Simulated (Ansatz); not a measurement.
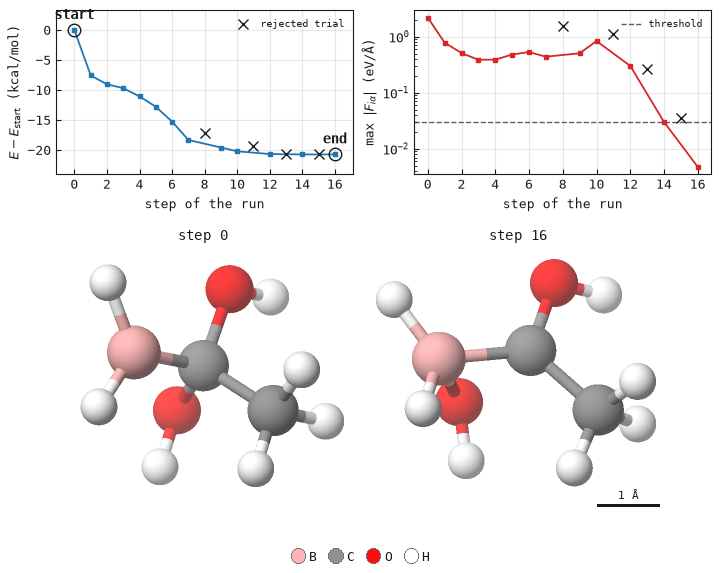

First and last geometry of a relaxation of C2H7BO2 (coarse preliminary run), with the history of the run. The picture is a ball-and-stick view, seen at a tilt.

The start comes from a force field.

Level of theory: RKS PBE-D4/def2-SVP in Ansatz 0.2.0.

Input file:
```yaml
crystal:
  periodic: [false, false, false]
  atoms:
    - {symbol: B, position_ang: [-1.310100, 0.747700, -0.073400]}
    - {symbol: C, position_ang: [0.157700, 0.294000, -0.191600]}
    - {symbol: C, position_ang: [0.331100, -0.962600, 0.653200]}
    - {symbol: O, position_ang: [0.555700, 0.049800, -1.542000]}
    - {symbol: O, position_ang: [0.986100, 1.320300, 0.273400]}
    - {symbol: H, position_ang: [-1.613600, 1.878000, 0.347200]}
    - {symbol: H, position_ang: [-2.210600, 0.090300, -0.438600]}
    - {symbol: H, position_ang: [-0.279400, -1.762900, 0.335300]}
    - {symbol: H, position_ang: [0.174500, -0.724400, 1.781100]}
    - {symbol: H, position_ang: [1.411900, -1.324300, 0.591600]}
    - {symbol: H, position_ang: [-0.069800, -0.736600, -1.822200]}
    - {symbol: H, position_ang: [1.943500, 1.075600, 0.119800]}
basis:
  gaussian: {orbitals: def2-SVP}
hamiltonian: {xc: pbe, dispersion: d4}
relax: {f_tol: 0.03, max_steps: 200}
```

Run as
```bash
ansatz run in.yaml --threads 4 --pin off --events-out ev --progress --plain --max-ram 10444MiB
```

**What do the curves and the structures tell?**

It converged. The largest move after the best rigid fit is that of H6, 0.89 Å. Largest moves by element: H 0.89 Å, O 0.73 Å, C 0.43 Å, B 0.34 Å. Near-neighbour distances that change, for instance: B1–O4 2.475 → 1.618 Å, C2–O4 1.429 → 1.728 Å, O4–H11 1.043 → 0.978 Å, C2–O5 1.398 → 1.342 Å. New bonds form: B1–O4 (2.47 → 1.62 Å). Among the angles between lasting bonds that change: B1–C2–C3 108.0° → 125.1°, B1–C2–O5 108.8° → 119.2°, C2–B1–H7 122.8° → 117.8°. After 12 accepted moves (16 points after the start) the energy has fallen by 20.7 kcal/mol. Largest force component: 2.2 eV/Å at the start, 0.0048 eV/Å at the end. The line search rejected the trial steps at points 8, 11, 13, 15 of the run. The run took 22 s on 4 threads of Arm Neoverse V1, with other jobs on the host.
